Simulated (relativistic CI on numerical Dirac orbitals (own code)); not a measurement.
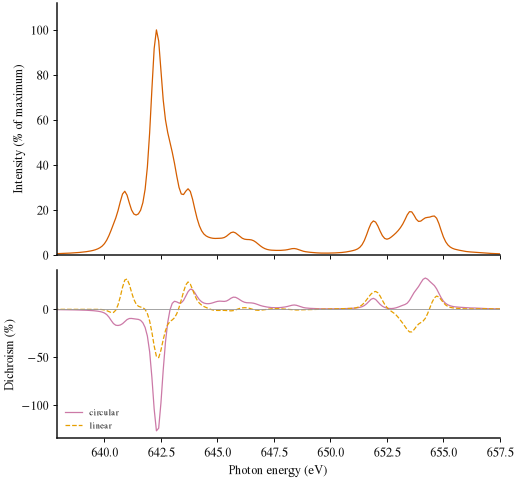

L₂,₃ X-ray absorption of Mn²⁺, [Ar] 3d⁵, in a field of Oh symmetry with 10Dq = 10,200 cm⁻¹. Multiplet model: relativistic Dirac–Coulomb–Breit theory, one configuration a step, Slater integrals scaled by 0.8, 300 K, Voigt broadening (Lorentzian 0.4 eV, Gaussian 0.3 eV full widths), computed with a radial Dirac CI code. Dichroism is for the ground state at zero temperature, magnetised by an exchange field of 10 meV on Sz (linear: z less the mean of x and y).

### Give the peaks, the centroid and the ground-state spin.

The main maxima lie at 640.9 eV (28), 642.3 eV (100), 643.7 eV (29), 645.7 eV (10), 651.9 eV (15), 653.5 eV (19) and 654.6 eV (17), heights in % of the largest; the centroid is at 645.3 eV. The lower edge holds 0.76 of the intensity (branching ratio, edges parted at 650 eV, split at the minimum of the curve and uncertain by about 0.02), and the core spin-orbit splitting of the orbitals is 10.8 eV. The ground state has S = 2.50. The circular dichroism (Δm = −1 less Δm = +1) is largest at 642.3 eV, −127 % of the isotropic maximum; its integrals over the lower and upper edge are −0.075 and 0.072 of the sum over the three polarisations. The magnetised ground state has ⟨Lz⟩ = 0.00 and ⟨Sz⟩ = −2.50.

Limits of the model: free-ion energies, so absolute edge positions are off by a few eV from solids.
